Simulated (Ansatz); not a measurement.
# CH7AlSSi: from a rough start to a stationary point

What shape does CH7AlSSi take? The plan is to relax it, then compute its harmonic vibrations to see whether it is a minimum and to get the zero-point energy and entropy.

The runs use Ansatz 0.2.0, Gaussian basis; RKS PBE0-D4/def2-TZVP.

Plan: relaxation at PBE-D4/def2-SVP; relaxation at PBE0-D4/def2-TZVP; harmonic vibrations at the same level.

1 further run of the same task is left out (set aside as unsound or not needed). Runs told in other sessions of the task aren't counted.

## Step 1: The starting structure

11 atoms, charge 0, spin multiplicity 1.

Atoms are counted from 1 here; the program's logs count them from 0.

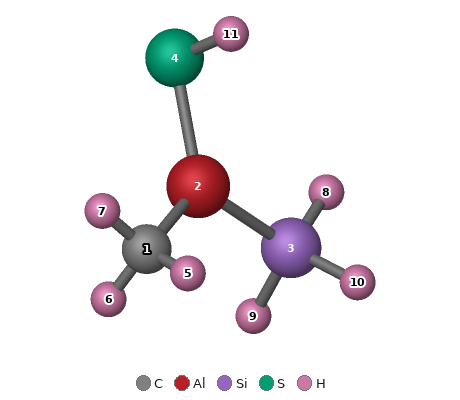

Start geometry, drawn with carbon grey, aluminium red, silicon purple, sulfur teal, hydrogen pink; atoms are numbered from 1 in the order of the file.

The start is a force-field geometry with small random shifts, so a cheaper pass at PBE-D4/def2-SVP comes first.

## Step 2: Relaxation at PBE-D4/def2-SVP (cheap first pass)

File in.yaml:

```yaml
crystal:
  periodic: [false, false, false]
  atoms:
    - {symbol: C, position_ang: [-0.376500, 1.600900, -0.914500]}
    - {symbol: Al, position_ang: [-0.490100, -0.186300, -0.146200]}
    - {symbol: Si, position_ang: [1.067900, -0.821300, 1.463900]}
    - {symbol: S, position_ang: [-1.998900, -1.642500, -0.825200]}
    - {symbol: H, position_ang: [0.555100, 1.793000, -1.443900]}
    - {symbol: H, position_ang: [-0.550700, 2.411500, -0.119800]}
    - {symbol: H, position_ang: [-1.215700, 1.760600, -1.663600]}
    - {symbol: H, position_ang: [0.883000, -2.193900, 1.882600]}
    - {symbol: H, position_ang: [0.994800, 0.082600, 2.686400]}
    - {symbol: H, position_ang: [2.453800, -0.718100, 0.929700]}
    - {symbol: H, position_ang: [-1.257200, -2.143400, -1.828800]}
basis:
  gaussian: {orbitals: def2-SVP}
hamiltonian: {xc: pbe, dispersion: d4}
relax: {f_tol: 0.03, max_steps: 200}
```

Launch:

```console
$ ansatz run in.yaml --threads 4 --pin off --events-out ev --progress --plain --max-ram 10444MiB
```

Standard output, shortened:

```text
Functional definition: PBE
  name "PBE"
  cite "Perdew, Burke & Ernzerhof, Phys. Rev. Lett. 77, 3865 (1996) doi:10.1103/PhysRevLett.77.3865"
  parent pbe
[...]
1158 factors; their error is unknown
[...]
mean field -26438.65795441 eV, -971.6027590586 hartree, gradient 2.6e-5 eV, S^2 0.000000; 0 other end points of the search recorded, 0 dependent functions left out
[...]
reference -26438.65799477 eV, -971.6027605418 hartree; 28, 28 occupied and 75, 75 virtual orbitals, 1158 factors
relax step   1: F+E_penalty+E_count = -26438.89096223 eV  Δ(F+E_penalty+E_count) = +0.000e0 eV  max|allowed force component| = 1.845e0 eV/Å  Δτ_max = 0.0000 Å  (26 SCF iters, accepted)
[...]
relax step   5: F+E_penalty+E_count = -26439.13352933 eV  Δ(F+E_penalty+E_count) = -2.023e-2 eV  max|allowed force component| = 5.169e-1 eV/Å  Δτ_max = 0.1959 Å  (27 SCF iters, accepted)
[...]
relax step   9: F+E_penalty+E_count = -26439.37959038 eV  Δ(F+E_penalty+E_count) = -5.110e-2 eV  max|allowed force component| = 4.341e-1 eV/Å  Δτ_max = 0.2000 Å  (32 SCF iters, accepted)
[...]
relax step  13: F+E_penalty+E_count = -26439.41597651 eV  Δ(F+E_penalty+E_count) = +1.340e-3 eV  max|allowed force component| = 1.159e-1 eV/Å  Δτ_max = 0.1071 Å  (27 SCF iters, rejected (line search))
[...]
relax step  16: F+E_penalty+E_count = -26439.41981850 eV  Δ(F+E_penalty+E_count) = -1.916e-4 eV  max|allowed force component| = 9.980e-3 eV/Å  Δτ_max = 0.0079 Å  (29 SCF iters, accepted)
1158 factors; their error is unknown
[...]
mean field -26439.19204623 eV, -971.6223865709 hartree, gradient 1.3e-5 eV, S^2 0.000000; 1 other end points of the search recorded, 0 dependent functions left out
[...]
reference -26439.19208697 eV, -971.6223880681 hartree; 28, 28 occupied and 75, 75 virtual orbitals, 1158 factors
Total energy: -26439.41985924 eV, -971.6307585445 hartree
Atom 0 at    -0.433666     1.508136    -1.051432 Å, force     0.001933     0.002357     0.006145 eV/Å
Atom 1 at    -0.297922    -0.271180    -0.227359 Å, force     0.001430    -0.004064    -0.009980 eV/Å
Atom 2 at     1.199165    -0.850692     1.631587 Å, force    -0.004007     0.004609     0.004955 eV/Å
Atom 3 at    -1.535294    -1.953813    -0.948445 Å, force     0.001365     0.000249     0.000712 eV/Å
Atom 4 at     0.558573     1.842624    -1.423299 Å, force     0.001003    -0.000409     0.000284 eV/Å
Atom 5 at    -0.756960     2.256945    -0.296431 Å, force     0.000402     0.002971    -0.001317 eV/Å
Atom 6 at    -1.148025     1.548434    -1.898697 Å, force    -0.000567    -0.003622     0.000699 eV/Å
Atom 7 at     0.994539    -2.262687     2.119061 Å, force    -0.000243    -0.001236    -0.001131 eV/Å
Atom 8 at     0.992514     0.072328     2.809648 Å, force     0.001580    -0.001287     0.001786 eV/Å
Atom 9 at     2.649610    -0.715166     1.230662 Å, force    -0.001214     0.001077    -0.003286 eV/Å
Atom 10 at    -2.157033    -1.231829    -1.924693 Å, force    -0.001683    -0.000645     0.001132 eV/Å
Dipole moment:    -0.078919     0.360735    -0.224519 e Å
```

Wall time 22 s (4 threads of Arm Neoverse V1, shared host).

Relaxation path: (the energy doesn't fall at every step)

```tsv
step	energy from step 1 (eV)	largest force component (eV/Å)
1	0.0000	1.8450
2	-0.1987	0.4539
3	-0.2168	0.1141
4	-0.2223	0.1062
5	-0.2426	0.5169
6	-0.2774	0.9152
7	-0.3575	0.7361
8	-0.4375	0.4313
9	-0.4886	0.4341
10	-0.4877	0.6535
11	-0.5140	0.2691
12	-0.5264	0.0835
13	-0.5250	0.1159
14	-0.5286	0.0476
15	-0.5287	0.0393
16	-0.5289	0.0100
```

Distances of close pairs at the start and the end, largest changes first:

```tsv
bond	before (Å)	after (Å)	change (Å)
Al2–Si3	2.329	2.456	+0.127
Si3–H8	1.447	1.508	+0.061
C1–H6	1.148	1.111	-0.037
C1–H7	1.136	1.109	-0.027
C1–H5	1.089	1.111	+0.023
Si3–H10	1.489	1.511	+0.022
S4–H11	1.345	1.364	+0.019
C1–Al2	1.949	1.966	+0.017
```

## Step 3: Relaxation at PBE0-D4/def2-TZVP

File in.yaml:

```yaml
crystal:
  periodic: [false, false, false]
  atoms:
    - {symbol: C, position_ang: [-0.433666, 1.508136, -1.051432]}
    - {symbol: Al, position_ang: [-0.297922, -0.271180, -0.227359]}
    - {symbol: Si, position_ang: [1.199165, -0.850692, 1.631587]}
    - {symbol: S, position_ang: [-1.535294, -1.953813, -0.948445]}
    - {symbol: H, position_ang: [0.558573, 1.842624, -1.423299]}
    - {symbol: H, position_ang: [-0.756960, 2.256945, -0.296431]}
    - {symbol: H, position_ang: [-1.148025, 1.548434, -1.898697]}
    - {symbol: H, position_ang: [0.994539, -2.262687, 2.119061]}
    - {symbol: H, position_ang: [0.992514, 0.072328, 2.809648]}
    - {symbol: H, position_ang: [2.649610, -0.715166, 1.230662]}
    - {symbol: H, position_ang: [-2.157033, -1.231829, -1.924693]}
basis:
  gaussian: {orbitals: def2-TZVP}
hamiltonian: {xc: pbe0, dispersion: d4}
relax: {f_tol: 0.005, max_steps: 150}
```

Same command.

Standard output, shortened:

```text
Functional definition: PBE0
  name "PBE0"
  cite "Adamo & Barone, J. Chem. Phys. 110, 6158 (1999) doi:10.1063/1.478522"
  cite "Perdew, Burke & Ernzerhof, Phys. Rev. Lett. 77, 3865 (1996) doi:10.1103/PhysRevLett.77.3865"
  parent pbe
[...]
1306 factors; their error is unknown
[...]
mean field -26451.95050180 eV, -972.0912511653 hartree, gradient 6.9e-5 eV, S^2 0.000000; 0 other end points of the search recorded, 0 dependent functions left out
[...]
reference -26451.95053876 eV, -972.0912525235 hartree; 28, 28 occupied and 156, 156 virtual orbitals, 1306 factors
relax step   1: F+E_penalty+E_count = -26452.14812459 eV  Δ(F+E_penalty+E_count) = +0.000e0 eV  max|allowed force component| = 4.657e-1 eV/Å  Δτ_max = 0.0000 Å  (26 SCF iters, accepted)
[...]
Atom 1 at    -0.302271    -0.274400    -0.226905 Å, force    -0.001028    -0.001435     0.000220 eV/Å
Atom 2 at     1.195813    -0.844063     1.627738 Å, force     0.000429     0.000535     0.000764 eV/Å
Atom 3 at    -1.564440    -1.921222    -0.931029 Å, force     0.000020     0.000540    -0.000376 eV/Å
Atom 4 at     0.564535     1.801659    -1.426790 Å, force    -0.000383    -0.000214    -0.000157 eV/Å
Atom 5 at    -0.726959     2.235442    -0.318997 Å, force    -0.000140     0.000089    -0.000419 eV/Å
Atom 6 at    -1.120864     1.521301    -1.888961 Å, force    -0.000268     0.000114    -0.000285 eV/Å
Atom 7 at     1.057857    -2.263690     2.057263 Å, force     0.000652     0.002466    -0.000474 eV/Å
Atom 8 at     0.927241     0.016509     2.817130 Å, force     0.001108    -0.001867    -0.002137 eV/Å
Atom 9 at     2.622598    -0.622278     1.250400 Å, force    -0.001773    -0.000530     0.001559 eV/Å
Atom 10 at    -2.172059    -1.193157    -1.884026 Å, force     0.000330    -0.000005     0.000291 eV/Å
Dipole moment:    -0.033684     0.354903    -0.179517 e Å
```

Wall time 48 s (4 threads of Arm Neoverse V1, shared host); peak memory 0.47 GiB.

Along the way:

```tsv
step	energy from step 1 (eV)	largest force component (eV/Å)
1	0.0000	0.4657
2	-0.0291	0.1646
3	-0.0316	0.0353
4	-0.0318	0.0196
5	-0.0319	0.0166
6	-0.0319	0.0030
7	-0.0320	0.0073
8	-0.0320	0.0120
9	-0.0320	0.0085
10	-0.0320	0.0057
11	-0.0320	0.0060
12	-0.0320	0.0064
13	-0.0320	0.0057
14	-0.0320	0.0025
```

The force was under the threshold of 0.005 eV/Å already at step 6, but the program went on to step 14.

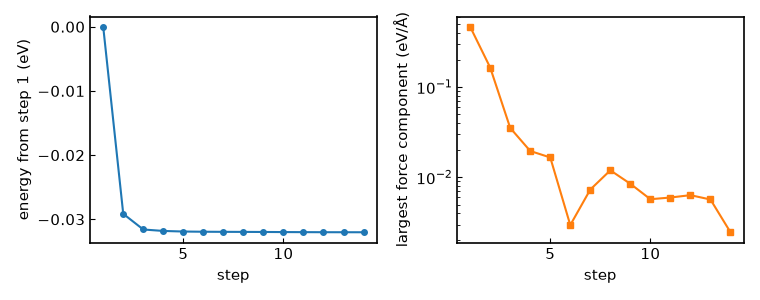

Energy and force, step by step.

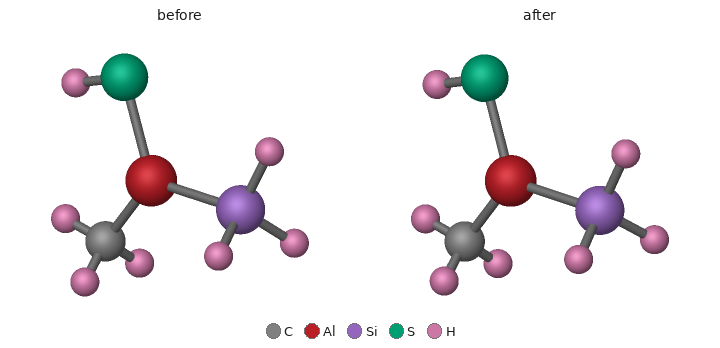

The geometry before (left) and after (right).

Distances of close pairs at the start and the end, largest changes first:

```tsv
bond	before (Å)	after (Å)	change (Å)
S4–H11	1.364	1.344	-0.020
Si3–H10	1.511	1.492	-0.019
Al2–S4	2.210	2.191	-0.019
Si3–H9	1.511	1.492	-0.018
Si3–H8	1.508	1.490	-0.018
C1–H7	1.109	1.092	-0.017
C1–H6	1.111	1.095	-0.016
C1–H5	1.111	1.095	-0.016
```

Mulliken charges at the end point, from the run's report:

```tsv
atom	value (e)
C1	-0.59
Al2	0.51
Si3	-0.14
S4	-0.34
H5	0.15
H6	0.15
H7	0.14
H8	-0.01
H9	-0.02
H10	-0.02
H11	0.16
```

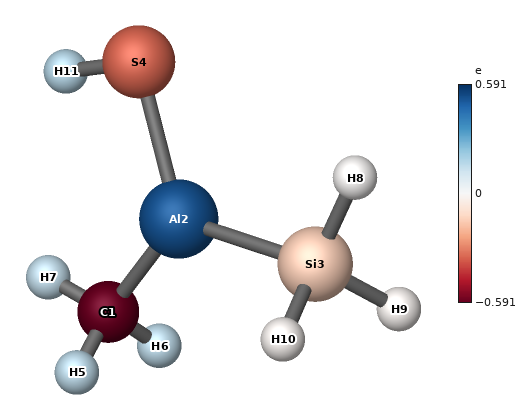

Mulliken charges at the end point, from the run's report, as colours on the atoms.

## Step 4: Force constants and modes

File in.yaml:

```yaml
crystal:
  periodic: [false, false, false]
  atoms:
    - {symbol: C, position_ang: [-0.415951, 1.486999, -1.055222]}
    - {symbol: Al, position_ang: [-0.302271, -0.274400, -0.226905]}
    - {symbol: Si, position_ang: [1.195813, -0.844063, 1.627738]}
    - {symbol: S, position_ang: [-1.564440, -1.921222, -0.931029]}
    - {symbol: H, position_ang: [0.564535, 1.801659, -1.426790]}
    - {symbol: H, position_ang: [-0.726959, 2.235442, -0.318997]}
    - {symbol: H, position_ang: [-1.120864, 1.521301, -1.888961]}
    - {symbol: H, position_ang: [1.057857, -2.263690, 2.057263]}
    - {symbol: H, position_ang: [0.927241, 0.016509, 2.817130]}
    - {symbol: H, position_ang: [2.622598, -0.622278, 1.250400]}
    - {symbol: H, position_ang: [-2.172059, -1.193157, -1.884026]}
basis:
  gaussian: {orbitals: def2-TZVP}
hamiltonian: {xc: pbe0, dispersion: d4}
phonons: {temperatures: {t_min: 298.15, t_max: 900, t_step: 200}}
```

The command is unchanged.

Standard output, shortened:

```text
Functional definition: PBE0
  name "PBE0"
  cite "Adamo & Barone, J. Chem. Phys. 110, 6158 (1999) doi:10.1063/1.478522"
  cite "Perdew, Burke & Ernzerhof, Phys. Rev. Lett. 77, 3865 (1996) doi:10.1103/PhysRevLett.77.3865"
  parent pbe
[...]
1306 factors; their error is unknown
[...]
mean field -26451.98123614 eV, -972.0923806313 hartree, gradient 5.4e-5 eV, S^2 0.000000; 0 other end points of the search recorded, 0 dependent functions left out
[...]
reference -26451.98127304 eV, -972.0923819873 hartree; 28, 28 occupied and 156, 156 virtual orbitals, 1306 factors
[...]
1306 factors; their error is unknown
mean field -26451.98108973 eV, -972.0923752509 hartree, gradient 9.0e-7 eV, S^2 0.000000; 0 other end points of the search recorded, 0 dependent functions left out
[...]
reference -26451.98112663 eV, -972.0923766069 hartree; 28, 28 occupied and 156, 156 virtual orbitals, 1306 factors
[...]
Atom 4 at     0.564535     1.801659    -1.426790 Å, force    -0.000390    -0.000216    -0.000152 eV/Å
Atom 5 at    -0.726959     2.235442    -0.318997 Å, force    -0.000143     0.000099    -0.000406 eV/Å
Atom 6 at    -1.120864     1.521301    -1.888961 Å, force    -0.000264     0.000120    -0.000278 eV/Å
Atom 7 at     1.057857    -2.263690     2.057263 Å, force     0.000653     0.002470    -0.000475 eV/Å
Atom 8 at     0.927241     0.016509     2.817130 Å, force     0.001106    -0.001866    -0.002137 eV/Å
Atom 9 at     2.622598    -0.622278     1.250400 Å, force    -0.001778    -0.000529     0.001562 eV/Å
Atom 10 at    -2.172059    -1.193157    -1.884026 Å, force     0.000329    -0.000007     0.000289 eV/Å
Dipole moment:    -0.033684     0.354903    -0.179517 e Å
Vibrations: 20.24 44.36 94.37 145.04 150.05 293.49 341.12 433.19 439.59 495.25 608.50 637.11 673.37 706.91 861.94 936.73 937.88 1217.12 1437.10 1438.17 2192.31 2197.88 2212.53 2706.09 3037.04 3112.24 3133.53 cm⁻¹, zero-point energy 1.890953 eV
```

Run time: 2.5 min. Hardware: 4 threads of Arm Neoverse V1, shared host; peak memory 0.47 GiB.

Motions are named by where the mode's potential energy lies. The modes, unscaled (a negative number is an imaginary wavenumber):

```tsv
mode	cm⁻¹	motion
1	20	torsion
2	44	torsion
3	94	bend
4	145	bend
5	150	torsion
6	293	torsion
7	341	Al–Si stretch
8	433	bend with torsion
9	440	bend
10	495	Al–S stretch
11	608	bend
12	637	bend
13	673	Al–C stretch with bend
14	707	bend
15	862	bend
16	937	bend with wag or twist
17	938	bend with wag or twist
18	1217	bend
19	1437	bend
20	1438	bend
21	2192	Si–H stretch
22	2198	Si–H stretch
23	2213	Si–H stretch
24	2706	S–H stretch
25	3037	C–H stretch
26	3112	C–H stretch
27	3134	C–H stretch
```

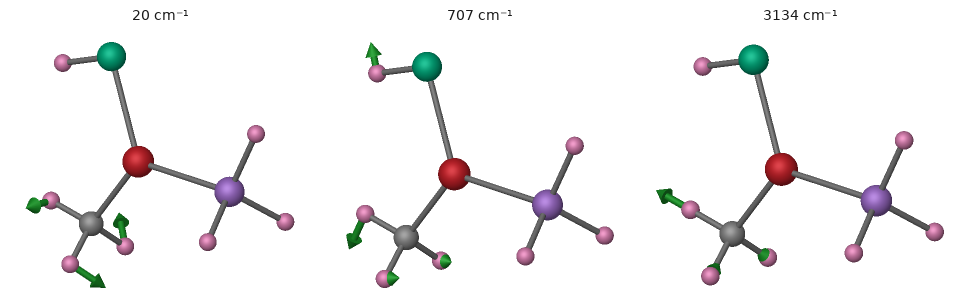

How the atoms move in 3 of the modes.

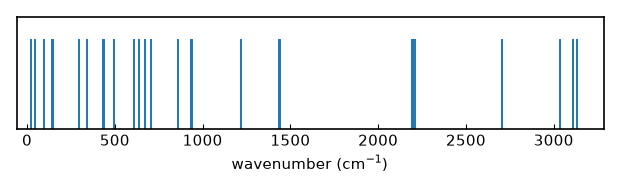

The harmonic wavenumbers as sticks (no intensities were computed).

Ideal gas, rigid rotor and harmonic oscillator at 298.15 K and 1 bar, with symmetry number 1:

```tsv
term	value
zero-point energy	43.6 kcal/mol
H(298) − E	49.8 kcal/mol
entropy, translation	167.0 J/(mol K)
entropy, rotation	117.3 J/(mol K)
entropy, vibration	115.4 J/(mol K)
entropy, total	399.8 J/(mol K)
```

## Step 5: Outcome

```
                  quantity            value
               point group               Cs
                     steps          16 + 14
shift from the start (rms)          0.485 Å
              total energy   -26452.1802 eV
           dispersion term         -199 meV
             dipole moment           1.92 D
lowest, highest wavenumber    20, 3134 cm⁻¹
         zero-point energy    43.6 kcal/mol
       entropy at 298.15 K  399.8 J/(mol K)
```

**Reading.** The relaxed geometry lies 0.49 Å (rms) from the start; the bond that changed most is Al2–Si3, from 2.329 to 2.451 Å. All wavenumbers are real, so the end point is a minimum. The stiffest mode, 3134 cm⁻¹, is a C–H stretch, and 5 modes under 200 cm⁻¹ make the vibrational entropy uncertain. Harmonic hybrid wavenumbers usually lie a few per cent above measured fundamentals. The largest Mulliken charge, -0.59 e, sits on C1.
